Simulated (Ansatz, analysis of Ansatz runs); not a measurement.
# Li2CdCl4 (Imma), nudged elastic band: H transfer from Cl to Cl (q = +1)

How high is the barrier when H changes place in Li2CdCl4 (Imma)? The case: H transfer from Cl to Cl, charge +1, in a cell of 56 host atoms with 1 H put in.

Main program and level: Ansatz 0.2.0; plane-wave PAW DFT, PBEsol; nudged elastic band between two relaxed defect structures at fixed charge in a uniform background.

## 1. The starting structure

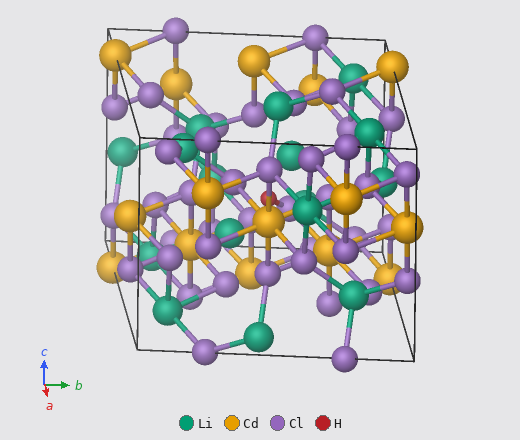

Start, viewed slightly off an axis; lithium teal, cadmium orange, chlorine purple, hydrogen red. Some periodic images of atoms are drawn too.

The cell holds 57 atoms: 16 Li, 8 Cd, 32 Cl and 1 H. Its edges and angles: a = 12.949 Å, b = 12.809 Å, c = 10.609 Å, α = 66.4°, β = 65.0°, γ = 48.6°. It derives from Li2CdCl4 (space group Imma). Nearest the centre at fractional (0.752, 0.502, 0.498): H57 at 0.46 Å, Cl27 at 1.76 Å, Cl36 at 1.76 Å, Li8 at 1.85 Å, Li11 at 1.85 Å, Cl39 at 3.13 Å, Cl32 at 3.13 Å, Cd20 at 3.21 Å. The cell carries charge +1.

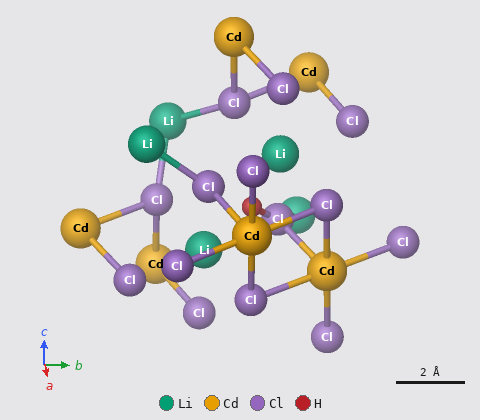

The atoms within 5 Å of the centre.

The cell's shortest repeat is 10.6 Å.

## 2. Relaxation of the start point, charge +1

The ends come first: from an unrelaxed start the top is counted from too high an energy, and the barrier comes out too low. Small random displacements break the symmetry of the ideal sites, so that the defect can distort if it gains by it. The charge of +1 is set by the electron count, and a uniform background keeps the cell neutral.

Contents of qp1_c56k1s.start/input.yaml:

```yaml
crystal:
  lattice:
    - [0.0, 7.62069283, 10.46883193]
    - [7.38022985, 0.0, 10.46883193]
    - [7.38022985, 7.62069283, 0.0]
  atoms:
    - { symbol: Li, position: [0.1960546, 0.4460546, 0.0539454] }
    - { symbol: Li, position: [0.4460546, 0.6960546, 0.3039454] }
    - { symbol: Li, position: [0.6960546, 0.9460546, 0.5539454] }
    - { symbol: Li, position: [0.9460546, 0.1960546, 0.8039454] }
    - { symbol: Li, position: [0.125, 0.625, 0.625] }
    - { symbol: Li, position: [0.375, 0.875, 0.875] }
    - { symbol: Li, position: [0.625, 0.125, 0.125] }
    - { symbol: Li, position: [0.875, 0.375, 0.375] }
    - { symbol: Li, position: [0.125, 0.125, 0.125] }
    - { symbol: Li, position: [0.375, 0.375, 0.375] }
    - { symbol: Li, position: [0.625, 0.625, 0.625] }
    - { symbol: Li, position: [0.875, 0.875, 0.875] }
    - { symbol: Li, position: [0.0539454, 0.8039454, 0.1960546] }
    - { symbol: Li, position: [0.3039454, 0.0539454, 0.4460546] }
    - { symbol: Li, position: [0.5539454, 0.3039454, 0.6960546] }
    - { symbol: Li, position: [0.8039454, 0.5539454, 0.9460546] }
    - { symbol: Cd, position: [0.0, 0.0, 0.5] }
    - { symbol: Cd, position: [0.25, 0.25, 0.75] }
    - { symbol: Cd, position: [0.5, 0.5, 0.0] }
    - { symbol: Cd, position: [0.75, 0.75, 0.25] }
    - { symbol: Cd, position: [0.0, 0.5, 0.5] }
    - { symbol: Cd, position: [0.25, 0.75, 0.75] }
    - { symbol: Cd, position: [0.5, 0.0, 0.0] }
    - { symbol: Cd, position: [0.75, 0.25, 0.25] }
    - { symbol: Cl, position: [0.13698115, 0.11817837, 0.88182163] }
    - { symbol: Cl, position: [0.38698115, 0.36817837, 0.13182163] }
    - { symbol: Cl, position: [0.63698115, 0.61817837, 0.38182163] }
    - { symbol: Cl, position: [0.88698115, 0.86817837, 0.63182163] }
    - { symbol: Cl, position: [0.2465624, 0.74965379, 0.5034376] }
    - { symbol: Cl, position: [0.4965624, 0.99965379, 0.7534376] }
    - { symbol: Cl, position: [0.7465624, 0.24965379, 0.0034376] }
    - { symbol: Cl, position: [0.9965624, 0.49965379, 0.2534376] }
    - { symbol: Cl, position: [0.11817837, 0.63698115, 0.86301885] }
    - { symbol: Cl, position: [0.36817837, 0.88698115, 0.11301885] }
    - { symbol: Cl, position: [0.61817837, 0.13698115, 0.36301885] }
    - { symbol: Cl, position: [0.86817837, 0.38698115, 0.61301885] }
    - { symbol: Cl, position: [0.24965379, 0.2465624, 0.00034621] }
    - { symbol: Cl, position: [0.49965379, 0.4965624, 0.25034621] }
    - { symbol: Cl, position: [0.74965379, 0.7465624, 0.50034621] }
    - { symbol: Cl, position: [0.99965379, 0.9965624, 0.75034621] }
    - { symbol: Cl, position: [0.00034621, 0.0034376, 0.24965379] }
    - { symbol: Cl, position: [0.25034621, 0.2534376, 0.49965379] }
    - { symbol: Cl, position: [0.50034621, 0.5034376, 0.74965379] }
    - { symbol: Cl, position: [0.75034621, 0.7534376, 0.99965379] }
    - { symbol: Cl, position: [0.13182163, 0.61301885, 0.38698115] }
    - { symbol: Cl, position: [0.38182163, 0.86301885, 0.63698115] }
    - { symbol: Cl, position: [0.63182163, 0.11301885, 0.88698115] }
    - { symbol: Cl, position: [0.88182163, 0.36301885, 0.13698115] }
    - { symbol: Cl, position: [0.0034376, 0.50034621, 0.7465624] }
    - { symbol: Cl, position: [0.2534376, 0.75034621, 0.9965624] }
    - { symbol: Cl, position: [0.5034376, 0.00034621, 0.2465624] }
    - { symbol: Cl, position: [0.7534376, 0.25034621, 0.4965624] }
    - { symbol: Cl, position: [0.11301885, 0.13182163, 0.36817837] }
    - { symbol: Cl, position: [0.36301885, 0.38182163, 0.61817837] }
    - { symbol: Cl, position: [0.61301885, 0.63182163, 0.86817837] }
    - { symbol: Cl, position: [0.86301885, 0.88182163, 0.11817837] }
    - { symbol: H, position: [0.721293, 0.53221, 0.46779] }
total_charge: 1
basis:
  ecutwfc: 420
  xc_grid: 2
hamiltonian:
  xc: pbesol
kpoints:
  mp_grid: { grid: [1, 1, 1], shift: [0.25, 0.25, 0.25] }
scf:
  occupations: { method: fixed }
  max_iter: 150
output:
  forces: true
relax:
  f_tol: 0.02
  max_steps: 70
  random_displacement: { amplitude: 0.03, seed: 6794 }
```

Launch:

```bash
$ ansatz run input.yaml --threads 32 --pin off --max-ram 84787MiB --backend cuda --events-out ev --progress --plain --runs-dir out --max-vram 78GiB
```

Numbers of over 12 decimals in the logs are rounded to 6 here.

Output:

```text
[... repeated set-up lines and file paths are left out, and long positions are rounded to six places ...]
The last accepted step is kept in <dir> (removed where the run ends without a failure and the disk answers)
Engine: ansatz 0.2.0, aarch64-unknown-linux-gnu
Pseudopotentials: kind: paw
Pseudopotential: Li, paw, valence charge 3, recommended cutoff 420 eV (normal), Li.paw.azcp
Pseudopotential: Cd, paw, valence charge 20, recommended cutoff 420 eV (normal), Cd.paw.azcp
Pseudopotential: Cl, paw, valence charge 7, recommended cutoff 420 eV (normal), Cl.paw.azcp
Pseudopotential: H, paw, valence charge 1, recommended cutoff 420 eV (normal), H.paw.azcp
Functional definition: PBEsol
  exchange = pbesol_x
  correlation = pbesol_c
[...]
Crystal: 57 atoms, lattice volume = 1177.586 Å³
Basis set: ecut = 420 eV, 23051 PW (Γ), exchange–correlation on 180×180×144 points (8 copies of the dense FFT grid, shifted against one another)
Bands: 273, of which v1, the nominal top of the filled ones, is band 216 counted from 1 (215 counted from 0)
Symmetry: 1 space group operations
k-points: 1
Non-local potential: Li, projectors of the file, l = 0: 3, l = 1: 2, l = 2: 1
Non-local potential: Cd, projectors of the file, l = 0: 3, l = 1: 2, l = 2: 2, l = 3: 1
Non-local potential: Cl, projectors of the file, l = 0: 2, l = 1: 2, l = 2: 2
Non-local potential: H, projectors of the file, l = 0: 2, l = 1: 1
PAW form: soft (Blöchl's): semilocal exchange-correlation on the pseudo side does not see the compensation charge
PAW frozen core: Cd, regenerated for the run's functional, and the local potential with it (the file was generated under x = pbe(κ = 0.804, μ = 0.219515), c = pbe(β = 0.066725))
PAW frozen core: Cl, regenerated for the run's functional, and the local potential with it (the file was generated under x = pbe(κ = 0.804, μ = 0.219515), c = pbe(β = 0.066725))
PAW one-centre angular grid: Li, 110 points (default); XC on 64 Gauss nodes
PAW one-centre angular grid: Cd, 590 points (default); XC on 64 Gauss nodes
PAW one-centre angular grid: Cl, 110 points (default); XC on 64 Gauss nodes
PAW one-centre angular grid: H, 110 points (default); XC on 64 Gauss nodes
Initial density: superposition of atomic densities (neutral atoms scaled as one to the charged cell's electrons: chi_scale 0, normalization atom), corrected by the library's trained network
Initial wavefunctions: pseudopotential atomic-orbital guess
[...]
Functional: x = pbesol(κ = 0.804, μ = 0.123457), c = pbesol(β = 0.046)
SCF iter   1: F=—  HF=-102769.260080 eV  |F-HF|=—  |Δ(HF+E_count)|=         —  Δρ=6.12e-3  dr2=8.98e-1  ethr=1.77e-3  ⟨swp⟩=5.0  Hψ=831  notcnv=0  defer=55
preconditioner: auto → Resta (q_TF=auto, 2.308 Å⁻¹)  ε∞=3.4  [insulator: Δε(μ)=3.712 eV  Ē_g=12.854 eV  n_scr=242 (ndim 8)  ℏωp=19.8 eV  f_vac=0.060  ε∞_Penn≈3.4]
SCF iter   2: F=—  HF=-102768.988937 eV  |F-HF|=—  |Δ(HF+E_count)|=   2.71e-1  Δρ=1.85e-3  dr2=9.70e-2  ethr=2.08e-4  ⟨swp⟩=3.0  Hψ=427  notcnv=0  defer=55
[...]
SCF iter   6: F=-102768.961913 eV  HF=-102768.961912 eV  |F-HF|=1.82e-6  |Δ(HF+E_count)|=   2.15e-5  Δρ=1.60e-5  dr2=3.96e-6  ethr=2.31e-9  ⟨swp⟩=4.0  Hψ=877  notcnv=0
SCF 1 converged in 6 iterations: F = -102768.961913 eV  dr2 = 3.96e-6
  greatest PAW one-centre occupation: 1.000 electrons in one spin orbital (limit 2), on the Cd atom at site 19 (counted from 0), in its partial waves of l = 0
relax step   1: F+E_penalty+E_count = -102768.96191347 eV  Δ(F+E_penalty+E_count) = +0.000e0 eV  max|allowed force component| = 2.372e0 eV/Å  Δτ_max = 0.0000 Å  (6 SCF iters, dr2 threshold 1.00e-5 eV, accepted)
[...]
iter 1 solved again at ethr=1.49e-4 eV; its pass at ethr=3.10e-3 eV (dr2=6.42e-1 eV) is discarded
SCF iter   1: F=—  HF=-102770.053971 eV  |F-HF|=—  |Δ(HF+E_count)|=         —  Δρ=7.71e-3  dr2=6.35e-1  ethr=1.49e-4  ⟨swp⟩=2.0  Hψ=845  notcnv=0  defer=53
SCF iter   2: F=—  HF=-102769.857941 eV  |F-HF|=—  |Δ(HF+E_count)|=   1.96e-1  Δρ=2.85e-3  dr2=7.34e-2  ethr=1.47e-4  ⟨swp⟩=3.0  Hψ=437  notcnv=0  defer=55
[...]
SCF 2 converged in 5 iterations: F = -102769.851204 eV  dr2 = 3.72e-5
[...]
SCF 3 converged in 5 iterations: F = -102770.171556 eV  dr2 = 2.92e-5
[...]
SCF 4 converged in 5 iterations: F = -102770.211366 eV  dr2 = 3.49e-6
[...]
SCF 5 converged in 7 iterations: F = -102770.216991 eV  dr2 = 1.31e-8
[...]
SCF 6 converged in 5 iterations: F = -102770.225046 eV  dr2 = 8.11e-7
[...]
SCF 7 converged in 7 iterations: F = -102770.226735 eV  dr2 = 1.85e-8
[...]
SCF 8 converged in 6 iterations: F = -102770.228200 eV  dr2 = 3.91e-8
[...]
SCF 9 converged in 6 iterations: F = -102770.228506 eV  dr2 = 2.17e-8
[...]
SCF converged after 6 iterations
[...]
atoms:
    - { symbol: Li, position: [0.199206, 0.444434, 0.049283] }
    - { symbol: Li, position: [0.408992, 0.703496, 0.296867] }
    - { symbol: Li, position: [0.692610, 0.950982, 0.555946] }
    - { symbol: Li, position: [0.941718, 0.195900, 0.804530] }
    - { symbol: Li, position: [0.123535, 0.623746, 0.628120] }
    - { symbol: Li, position: [0.367636, 0.880845, 0.879517] }
    - { symbol: Li, position: [0.623545, 0.128787, 0.122157] }
    - { symbol: Li, position: [0.919856, 0.343658, 0.345969] }
    - { symbol: Li, position: [0.127767, 0.120699, 0.119515] }
    - { symbol: Li, position: [0.375122, 0.372160, 0.376563] }
    - { symbol: Li, position: [0.609133, 0.654482, 0.656527] }
    - { symbol: Li, position: [0.874226, 0.878147, 0.871489] }
    - { symbol: Li, position: [0.056599, 0.804440, 0.195727] }
    - { symbol: Li, position: [0.310058, 0.052016, 0.446184] }
    - { symbol: Li, position: [0.554218, 0.306142, 0.694096] }
    - { symbol: Li, position: [0.808023, 0.553888, 0.948241] }
    - { symbol: Cd, position: [-0.002212, -0.001601, 0.501565] }
    - { symbol: Cd, position: [0.249557, 0.250004, 0.750322] }
    - { symbol: Cd, position: [0.497444, 0.498702, 0.001880] }
    - { symbol: Cd, position: [0.761301, 0.757756, 0.242410] }
    - { symbol: Cd, position: [0.000982, 0.504392, 0.495896] }
    - { symbol: Cd, position: [0.247367, 0.750326, 0.754850] }
    - { symbol: Cd, position: [0.500538, 0.002189, -0.001959] }
    - { symbol: Cd, position: [0.752278, 0.245375, 0.250016] }
    - { symbol: Cl, position: [0.132959, 0.121381, 0.878925] }
    - { symbol: Cl, position: [0.385715, 0.366482, 0.132779] }
    - { symbol: Cl, position: [0.638602, 0.612763, 0.387457] }
    - { symbol: Cl, position: [0.884704, 0.867539, 0.633804] }
    - { symbol: Cl, position: [0.243734, 0.747629, 0.509613] }
    - { symbol: Cl, position: [0.495234, 0.999083, 0.754790] }
    - { symbol: Cl, position: [0.745526, 0.252235, 0.002263] }
    - { symbol: Cl, position: [0.995018, 0.501707, 0.252045] }
    - { symbol: Cl, position: [0.115526, 0.638232, 0.864277] }
    - { symbol: Cl, position: [0.367308, 0.889209, 0.111027] }
    - { symbol: Cl, position: [0.617795, 0.135928, 0.362083] }
    - { symbol: Cl, position: [0.849886, 0.402508, 0.597826] }
    - { symbol: Cl, position: [0.248615, 0.245871, 0.000780] }
    - { symbol: Cl, position: [0.500417, 0.491018, 0.252262] }
    - { symbol: Cl, position: [0.748105, 0.748662, 0.498107] }
    - { symbol: Cl, position: [0.999493, 0.998509, 0.747587] }
    - { symbol: Cl, position: [0.002631, 0.001930, 0.250260] }
    - { symbol: Cl, position: [0.243487, 0.256264, 0.500805] }
    - { symbol: Cl, position: [0.501057, 0.507946, 0.748717] }
    - { symbol: Cl, position: [0.749680, 0.752630, 1.006938] }
    - { symbol: Cl, position: [0.133106, 0.614600, 0.385761] }
    - { symbol: Cl, position: [0.378485, 0.866166, 0.641263] }
    - { symbol: Cl, position: [0.631826, 0.114330, 0.885952] }
    - { symbol: Cl, position: [0.885660, 0.358945, 0.134193] }
    - { symbol: Cl, position: [-0.000102, 0.499980, 0.743652] }
    - { symbol: Cl, position: [0.254255, 0.750476, 0.997894] }
    - { symbol: Cl, position: [0.508846, -0.006277, 0.247092] }
    - { symbol: Cl, position: [0.757205, 0.251994, 0.491952] }
    - { symbol: Cl, position: [0.126919, 0.117010, 0.366739] }
    - { symbol: Cl, position: [0.361969, 0.381079, 0.619221] }
    - { symbol: Cl, position: [0.610337, 0.633539, 0.883261] }
    - { symbol: Cl, position: [0.868318, 0.889946, 0.110309] }
    - { symbol: H, position: [0.723325, 0.514109, 0.486176] }
```

Run time: 5.2 s. Hardware: 1 × NVIDIA GB200 with 32 threads of Arm Neoverse V2, shared host; peak memory 1.3 GiB.

The steps of the relaxation:

| step | energy less that of the first step (eV) | largest force component (eV/Å) |
| --- | --- | --- |
| 1 | 0.0000 | 2.3724 |
| 2 | -0.8893 | 1.4727 |
| 3 | -1.2096 | 0.3330 |
| 4 | -1.2495 | 0.0675 |
| 5 | -1.2551 | 0.2847 |
| 6 | -1.2631 | 0.0389 |
| 7 | -1.2648 | 0.0432 |
| 8 | -1.2663 | 0.0215 |
| 9 | -1.2666 | 0.0090 |

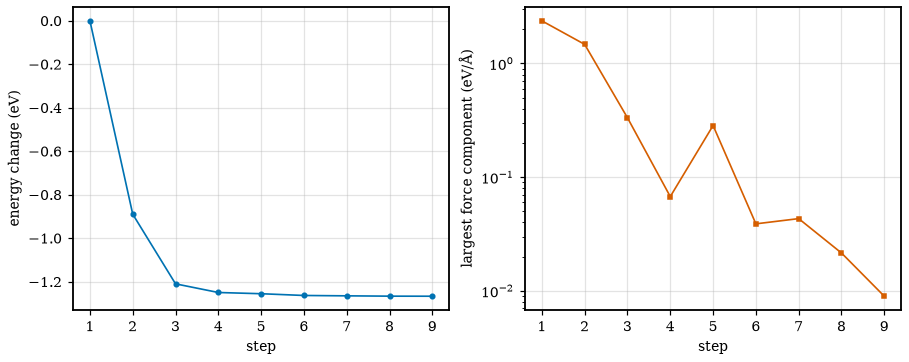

Energy and largest force along the relaxation.

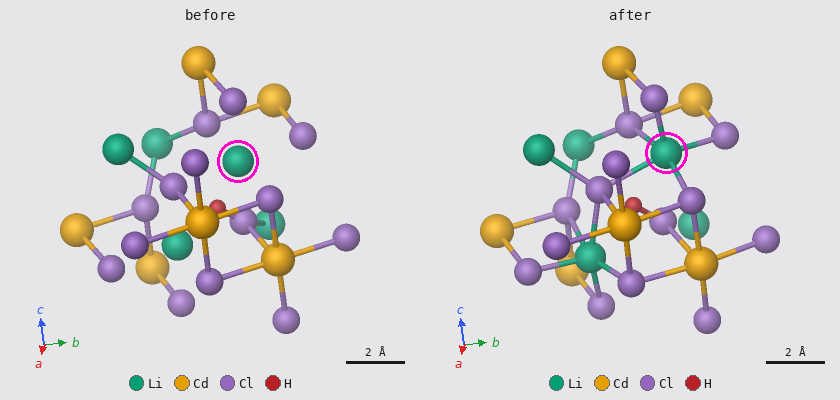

Before and after: the atoms that start within 5 Å of the centre. Li11, which moves most, is ringed if it is among them. Bonds to atoms that aren't drawn are left out.

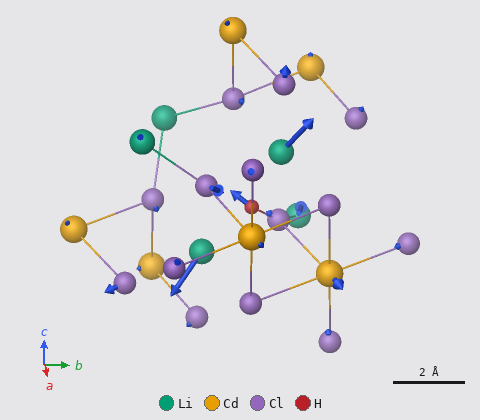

Displacements in the relaxation from the typed sites near the centre, exaggerated, the mean shift taken out; the longest in the cell stands for 0.49 Å.

The atoms that moved most (Å, from the sites as typed, ahead of the random displacement, the mean shift of all atoms taken out):

| atom | dx | dy | dz | length |
| --- | --- | --- | --- | --- |
| Li11 | 0.448 | 0.121 | 0.143 | 0.486 |
| Li8 | -0.448 | 0.122 | 0.142 | 0.485 |
| Li2 | 0.001 | -0.335 | -0.309 | 0.456 |
| Cl36 | 0.000 | -0.254 | -0.028 | 0.255 |
| H57 | 0.000 | 0.157 | -0.167 | 0.230 |
| Cd20 | -0.001 | 0.030 | 0.200 | 0.202 |
| Cl53 | -0.122 | 0.097 | -0.009 | 0.156 |
| Cl55 | 0.122 | 0.096 | -0.009 | 0.156 |

Neighbours of H57 at the end:

| atom | distance (Å) |
| --- | --- |
| Cl27 | 1.406 |
| Cl36 | 1.822 |
| Li8 | 2.348 |
| Li11 | 2.349 |
| Cl52 | 3.063 |
| Cl43 | 3.065 |
| Cl39 | 3.280 |
| Cl32 | 3.280 |
| Cd20 | 3.339 |

Read from the output:

| Item | Value |
| --- | --- |
| free energy | -102770.2285 eV |
| r.m.s. move of the farther half of the atoms | 0.04834 Å |
| largest move from the ideal geometry of this structure, a common shift of the far atoms taken out | 0.4871 Å |

The relaxation gained 1.267 eV and ended with a largest force component of 0.0090 eV/Å.

(Part 1 of 2 ends here.)

[Logs are printed without paths, hosts, clocks, repeated set-up lines and the standing remarks that a program may print on its own settings, such as how far it seeks lower states.]

[Hosts, paths, dates, database ids (printed as entryN), source tags and the programs' standing remarks are cut or masked in the printed files.]
